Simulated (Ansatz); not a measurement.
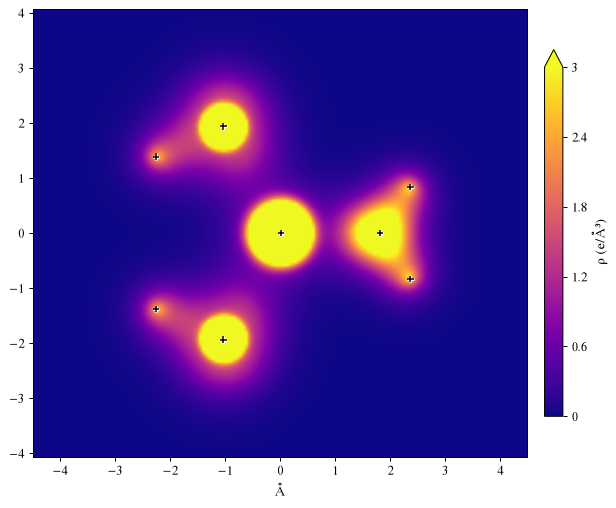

The electron density on a plane through atoms (crosses mark nuclei in the plane).

Method: Ansatz, RKS PBE0-D4/def2-TZVPP.

Candidates:
A. AlF3 (SMILES [F][Al]([F])[F])
B. CHF2NSi (SMILES N#C[SiH](F)F)
C. GaH4NS2 (SMILES [NH2][Ga]([SH])[SH])

**Which candidate gave the map?**

Candidate C: GaH4NS2 on the molecular plane, which holds N, Ga, S and H. Ga–N (1.81 Å): ρ is about 0.95 e/Å³ halfway. Ga–S (2.20 Å): the density is about 0.7 e/Å³ at the midpoint.
